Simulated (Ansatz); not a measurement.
# [H2PO2]− (SMILES O=[PH2][O-]): levels of theory compared

Aim: a comparison of 6 runs (BLYP/STO-3G, SVWN5/STO-3G, wB97X/STO-3G, CCSDT(Q)/STO-3G, CCSDT/STO-3G, FCI/STO-3G) of [H2PO2]−. 

The results are computed with Ansatz 0.2.0.

5 further runs of the same task are left out: 4 that didn't finish, 1 set aside as unsound or not needed.

## Step 1: The structure to begin with

[H2PO2]−: 5 atoms, total charge -1, spin state singlet. As SMILES, `O=[PH2][O-]`. The P2–O1 distance was set to 3.696 Å, away from the relaxed value. At this shape a bond of the SMILES string is far longer than usual.

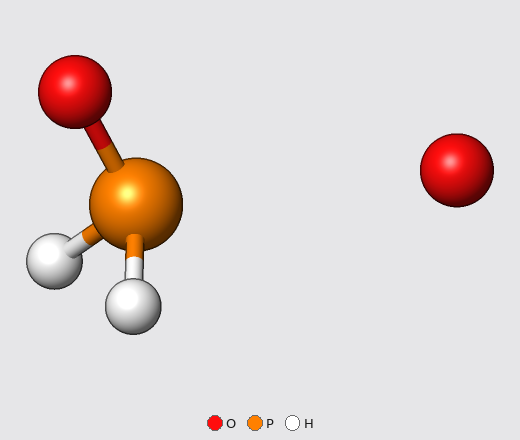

The structure, seen from a chosen angle (oxygen red, phosphorus orange, hydrogen white).

## Step 2: A single-point energy at BLYP/STO-3G (run 1)

File job.yaml:

```yaml
basis:
  gaussian:
    orbitals: STO-3G
crystal:
  periodic: [false, false, false]
  atoms:
    - symbol: O
      position_ang: [-1.460375, 1.089276, 3.261617]
    - symbol: P
      position_ang: [0.023990, -0.029410, 0.067110]
    - symbol: O
      position_ang: [1.087130, -1.056140, 0.105400]
    - symbol: H
      position_ang: [-0.993470, -0.417790, -0.831230]
    - symbol: H
      position_ang: [0.452100, 1.085290, -0.686190]
total_charge: -1
hamiltonian:
  xc: {name: BLYP}
accuracy: high
```

On the command line:

```
$ ansatz run job.yaml --threads 1 --pin off --max-ram 2610MiB --events-out events.jsonl --progress --plain --runs-dir runs
```

Output:

```text
Warning: RAYON_NUM_THREADS=1 ignored (pool sized by the plan → 1); use --threads N
Functional definition: BLYP
  name "BLYP"
  parameter beta = 0.0042
  parameter a = 0.04918
  parameter b = 0.132
  parameter c = 0.2533
  parameter d = 0.349
  exchange = b88_x(beta = beta)
  correlation = lyp_c(a = a, b = b, c = c, d = d)
346 factors; integrals over basis functions are off by at most 2.4e-8 eV
mean field evaluation 1: about -13203.5724 eV, gradient 2.8e1 eV
mean field evaluation 2: about -12653.9599 eV, gradient 2.1e1 eV
mean field evaluation 4: about -13173.3030 eV, gradient 9.6e1 eV
mean field evaluation 8: about -13237.9254 eV, gradient 1.2e-1 eV
mean field evaluation 16: about -13235.2661 eV, gradient 7.7e0 eV
mean field evaluation 32: about -13237.8895 eV, gradient 1.4e-1 eV
mean field -13237.91126639 eV, -486.4842660613 hartree, gradient 7.7e-8 eV, S^2 0.000000; 4 other end points of the search recorded, 0 dependent functions left out
reference -13237.91130197 eV, -486.4842673687 hartree; 17, 17 occupied and 4, 4 virtual orbitals, 346 factors
Total energy: -13237.91130197 eV, -486.4842673687 hartree
```

It took 2.2 s on 1 thread of Arm Neoverse V1, shared host; peak memory 0.096 GiB.

## Step 3: The energy at SVWN5/STO-3G (run 2)

File run.yaml:

```yaml
basis:
  gaussian: {orbitals: STO-3G}
crystal:
  periodic: [false, false, false]
  atoms:
    - {symbol: O, position_ang: [-1.460375, 1.089276, 3.261617]}
    - {symbol: P, position_ang: [0.023990, -0.029410, 0.067110]}
    - {symbol: O, position_ang: [1.087130, -1.056140, 0.105400]}
    - {symbol: H, position_ang: [-0.993470, -0.417790, -0.831230]}
    - {symbol: H, position_ang: [0.452100, 1.085290, -0.686190]}
total_charge: -1
hamiltonian: {xc: {name: SVWN5}}
accuracy: high
```

On the command line:

```
$ ansatz run run.yaml --threads 1 --pin off --max-ram 2610MiB --events-out events.jsonl --progress --plain --runs-dir runs
```

Output:

```text
Warning: RAYON_NUM_THREADS=1 ignored (pool sized by the plan → 1); use --threads N
Functional definition: SVWN5
  name "SVWN5"
  exchange = slater_x
  correlation = vwn5_c
346 factors; integrals over basis functions are off by at most 2.4e-8 eV
mean field evaluation 1: about -13140.0817 eV, gradient 2.8e1 eV
mean field evaluation 2: about -12591.7263 eV, gradient 2.4e1 eV
mean field evaluation 4: about -13117.0868 eV, gradient 8.4e1 eV
mean field evaluation 8: about -13173.9586 eV, gradient 8.1e-2 eV
mean field evaluation 16: about -13171.0136 eV, gradient 7.9e0 eV
mean field evaluation 32: about -13173.9194 eV, gradient 1.4e-1 eV
mean field -13173.94258549 eV, -484.1334603979 hartree, gradient 1.3e-8 eV, S^2 0.000000; 4 other end points of the search recorded, 0 dependent functions left out
reference -13173.94258697 eV, -484.1334604520 hartree; 17, 17 occupied and 4, 4 virtual orbitals, 346 factors
Total energy: -13173.94258697 eV, -484.1334604520 hartree
```

It took 1.4 s on 1 thread of Arm Neoverse V1, shared host; peak memory 0.092 GiB.

Runs 3 to 5 aren't shown in full; the table further down has their settings and results.

## Step 4: A single-point energy at FCI/STO-3G (run 6)

File molecule.yaml:

```yaml
crystal:
  periodic: [false, false, false]
  atoms:
    - {symbol: O, position_ang: [-1.460375, 1.089276, 3.261617]}
    - {symbol: P, position_ang: [0.023990, -0.029410, 0.067110]}
    - {symbol: O, position_ang: [1.087130, -1.056140, 0.105400]}
    - {symbol: H, position_ang: [-0.993470, -0.417790, -0.831230]}
    - {symbol: H, position_ang: [0.452100, 1.085290, -0.686190]}
basis:
  gaussian:
    orbitals: STO-3G
total_charge: -1
correlation:
  method: fci
  frozen_orbitals: {H: 0, O: 1, P: 5}
accuracy: high
```

On the command line:

```
$ ansatz run molecule.yaml --threads 1 --pin off --max-ram 2610MiB --events-out events.jsonl --progress --plain --runs-dir runs
```

Output, cut to the lines that bear on the results:

```text
Warning: RAYON_NUM_THREADS=1 ignored (pool sized by the plan → 1); use --threads N
Functional definition: HF
  name "HF"
[...]
346 factors; integrals over basis functions are off by at most 2.4e-8 eV
[...]
mean field -13204.73620419 eV, -485.2651050123 hartree, gradient 1.1e-8 eV, S^2 0.000000; 8 other end points of the search recorded, 0 dependent functions left out; unrestricted orbitals would lower it
[...]
unrestricted determinant -13207.24677010 eV, -485.3573666076 hartree, S^2 0.9998
7 core orbitals not correlated: weight in the atoms' cores, before any rotation towards them, 1.000 or more for the frozen orbitals, at most 0.000 for the correlated occupied ones
reference -13204.73620419 eV, -485.2651050123 hartree; 10, 10 occupied and 4, 4 virtual orbitals, 346 factors
state -13208.39632251 eV, -485.3996118796 hartree
Total energy: -13208.39632251 eV, -485.3996118796 hartree
```

Run time: 17 s. Hardware: 1 thread of Arm Neoverse V1, shared host; peak memory 0.28 GiB.

## Step 5: The series

| run | level | frozen core orbitals | energy (Eh) | wall time |
| --- | --- | --- | --- | --- |
| 1 | BLYP/STO-3G | – | -486.484267 | 2.2 s |
| 2 | SVWN5/STO-3G | – | -484.133460 | 1.4 s |
| 3 | wB97X/STO-3G | – | -486.499258 | 11 s |
| 4 | CCSDT(Q)/STO-3G | 7 | -485.399855 | 2.1 s |
| 5 | CCSDT/STO-3G | 7 | -485.399836 | 2.1 s |
| 6 | FCI/STO-3G | 7 | -485.399612 | 17 s |

## Step 6: Outcome

| quantity | value |
| --- | --- |
| run 6: total energy | -485.39961 Eh |
| run 6: correlation energy (7 core orbitals frozen) | -134.5 mEh |

Against full CI in this basis: CCSDT(Q) -0.2 mEh; CCSDT -0.2 mEh. Totals of different functionals can't be ranked against each other. In runs 4, 5 the log says that unrestricted orbitals would lower the reference, so the values rest on an unstable closed-shell determinant (other closed-shell runs at this shape may share the fault). In runs 1, 2, 3, 4, 5, 6 the basis is minimal, so the values are rough. All runs together took 35 s, the longest 17 s.
